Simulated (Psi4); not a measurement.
# C2H4FGa (SMILES C=[CH][GaH][F]) at PBE/cc-pVDZ-DK (sfX2C, sweep point 1)

Aim: the vertical singlet–triplet gap of C2H4FGa at PBE/cc-pVDZ-DK (sfX2C, sweep point 1), from 2 runs. 

The results are computed with Psi4 1.11.

## (1) The system as given

The species is C2H4FGa (8 atoms), meant as a singlet with charge 0. As SMILES, `C=[CH][GaH][F]`. The shape is that of a PBE0-D4/def2-TZVP optimisation. This is one conformer, not always the lowest.

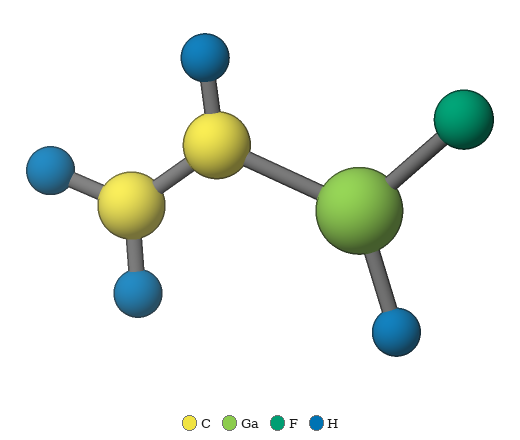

Viewed from a chosen angle; carbon yellow, gallium green, fluorine teal, hydrogen blue.

## (2) A single-point energy at PBE/cc-pVDZ-DK (sfX2C, sweep point 1)

File job.py:

```python
import psi4

psi4.set_memory('1600 MB')
psi4.set_num_threads(1)
psi4.set_output_file('run.log', False)

geom = psi4.geometry("""
0 1
C     -1.58188974     2.22118409     0.11508432
C      0.64742017     1.07619903    -0.12283220
Ga     0.91028107    -2.57040547    -0.01436192
F      3.98826699    -3.79097958    -0.37718933
H     -3.32988640     1.17257506     0.37813420
H     -1.77842126     4.26662364     0.05971535
H      2.32870950     2.22912094    -0.38229160
H     -1.18466931    -4.60469565     0.34393015
units bohr
symmetry c1
""")

options = {'puream': True, 'scf_type': 'pk', 'dft_radial_points': 99, 'dft_spherical_points': 590, 'relativistic': 'x2c'}
psi4.set_options(options)

e, wfn = psi4.energy('pbe/cc-pVDZ-DK', return_wfn=True)
print(f'total energy {e:.8f} hartree = {e * 27.211386:.5f} eV')
```

Run with:

```
$ python job.py
```

run.log (excerpt; [...] marks lines left out):

```text
[...]
  Running in c1 symmetry.
[...]
  Nuclear repulsion =  246.754450536146976
[...]
  Multiplicity = 1
[...]
  Nalpha       = 28
  Nbeta        = 28
[...]
    Number of basis functions: 89
[...]
    WARNING: The X2C and Dirac Hamiltonians have substatially different eigenvalues!
             This is probably caused by the recontraction of the basis set.
[...]
   @RKS iter   1: -2120.99313484186860   -2.80408e+00   1.36521e-02 ADIIS/DIIS
[...]
   @RKS iter  10: -2121.89862031461553   -5.50835e-08   6.04723e-07 DIIS
[...]
    Orbital Energies [Eh]
    ---------------------
    Doubly Occupied:
       1A   -375.617457     2A    -46.411730     3A    -40.420620
       4A    -40.416415     5A    -40.416170     6A    -24.235323
       7A     -9.923907     8A     -9.913095     9A     -5.454326
      10A     -3.652476    11A     -3.643226    12A     -3.640787
      13A     -1.012610    14A     -0.727313    15A     -0.717973
      16A     -0.717545    17A     -0.715679    18A     -0.710749
      19A     -0.694106    20A     -0.523275    21A     -0.436618
      22A     -0.401678    23A     -0.363188    24A     -0.314547
      25A     -0.304882    26A     -0.300832    27A     -0.266146
      28A     -0.253740
[...]
  @RKS Final Energy: -2121.89862031461553
   => Energetics <=
    Nuclear Repulsion Energy =            246.7544505361469760
    One-Electron Energy =               -3443.6443530769856807
    Two-Electron Energy =                1173.4427851392772482
    DFT Exchange-Correlation Energy =     -98.4515029130542416
    Empirical Dispersion Energy =           0.0000000000000000
    VV10 Nonlocal Energy =                  0.0000000000000000
    Total Energy =                      -2121.8986203146155276
[...]
 Multipole Moments:
 ------------------------------------------------------------------------------------
     Multipole            Electronic (a.u.)      Nuclear  (a.u.)        Total (a.u.)
 ------------------------------------------------------------------------------------
 L = 1.  Multiply by 2.5417464519 to convert [e a0] to [Debye]
 Dipole X            :          4.2129389           -5.0067195           -0.7937805
 Dipole Y            :         -8.1199434            8.7905959            0.6706526
 Dipole Z            :         -0.2231729            0.3023874            0.0792145
 Magnitude           :                                                    1.0421791
[...]
```

The script printed:

```text
total energy -2121.89862031 hartree = -57739.80241 eV
```

It took 30 s on 1 thread of AMD EPYC 7R43 (Zen 3), shared host; peak memory 1 GiB.

## (3) The triplet, same level

File calc.py:

```python
import psi4

psi4.set_memory(1600000000)
psi4.set_num_threads(1)
psi4.core.set_output_file('psi4.out', False)

mol = psi4.geometry("""
0 3
C     -1.58188974     2.22118409     0.11508432
C      0.64742017     1.07619903    -0.12283220
Ga     0.91028107    -2.57040547    -0.01436192
F      3.98826699    -3.79097958    -0.37718933
H     -3.32988640     1.17257506     0.37813420
H     -1.77842126     4.26662364     0.05971535
H      2.32870950     2.22912094    -0.38229160
H     -1.18466931    -4.60469565     0.34393015
units au
symmetry c1
""")

options = {'reference': 'uks', 'puream': True, 'scf_type': 'pk', 'dft_radial_points': 99, 'dft_spherical_points': 590, 'maxiter': 100, 'relativistic': 'x2c'}
psi4.set_options(options)

E = psi4.energy('pbe/cc-pVDZ-DK')
print('E =', round(E, 9))
```

Run with:

```
$ python calc.py
```

psi4.out (excerpt; [...] marks lines left out):

```text
[...]
  Running in c1 symmetry.
[...]
  Nuclear repulsion =  246.754450536146976
[...]
  Multiplicity = 3
[...]
  Nalpha       = 29
  Nbeta        = 27
[...]
    Number of basis functions: 89
[...]
   @UKS iter   1: -2120.38401187974159   -2.19496e+00   1.64645e-02 DIIS/ADIIS
[...]
   @UKS iter  14: -2121.74472832515221   -1.57988e-08   7.49248e-07 DIIS
[...]
   @S^2 Observed:                2.005419436E+00
[...]
    Orbital Energies [Eh]
    ---------------------
    Alpha Occupied:
       1A   -375.604989     2A    -46.399579     3A    -40.408167
       4A    -40.404342     5A    -40.404256     6A    -24.228158
       7A     -9.948665     8A     -9.939642     9A     -5.441436
      10A     -3.638069    11A     -3.631013    12A     -3.628633
      13A     -1.005613    14A     -0.758787    15A     -0.706575
      16A     -0.704947    17A     -0.702526    18A     -0.700293
      19A     -0.698766    20A     -0.547541    21A     -0.454498
      22A     -0.416608    23A     -0.376453    24A     -0.334783
      25A     -0.307682    26A     -0.302954    27A     -0.297155
      28A     -0.257740    29A     -0.124044
    Alpha Virtual:
[...]
  @UKS Final Energy: -2121.74472832515221
   => Energetics <=
    Nuclear Repulsion Energy =            246.7544505361469760
    One-Electron Energy =               -3443.5885707191800975
    Two-Electron Energy =                1173.5745408069378755
    DFT Exchange-Correlation Energy =     -98.4851489490570060
    Empirical Dispersion Energy =           0.0000000000000000
    VV10 Nonlocal Energy =                  0.0000000000000000
    Total Energy =                      -2121.7447283251522094
[...]
 Multipole Moments:
 ------------------------------------------------------------------------------------
     Multipole            Electronic (a.u.)      Nuclear  (a.u.)        Total (a.u.)
 ------------------------------------------------------------------------------------
 L = 1.  Multiply by 2.5417464519 to convert [e a0] to [Debye]
 Dipole X            :          4.1318295           -5.0067195           -0.8748900
 Dipole Y            :         -7.6913316            8.7905959            1.0992643
 Dipole Z            :         -0.2297347            0.3023874            0.0726528
 Magnitude           :                                                    1.4068024
[...]
```

Standard output:

```text
E = -2121.744728325
```

Run time: 46 s. Hardware: 1 thread of AMD EPYC 7R43 (Zen 3), shared host; peak memory 1 GiB.

## (4) Outcome

Level: PBE/cc-pVDZ-DK (sfX2C, sweep point 1).

| quantity | value |
| --- | --- |
| singlet: total energy | -2121.89862 Eh |
| singlet: dipole moment | 2.65 D |
| singlet: HOMO energy | -6.90 eV |
| singlet: LUMO energy | -2.36 eV |
| singlet: HOMO–LUMO gap | 4.54 eV |
| triplet: total energy | -2121.74473 Eh |
| triplet: dipole moment | 3.58 D |
| triplet: HOMO energy (highest over α and β) | -3.38 eV |
| triplet: ⟨S²⟩ | 2.005 |
| vertical energy of the triplet above the singlet | 4.188 eV |

In words: At this shape the triplet lies 4.19 eV (404 kJ/mol) above the singlet.
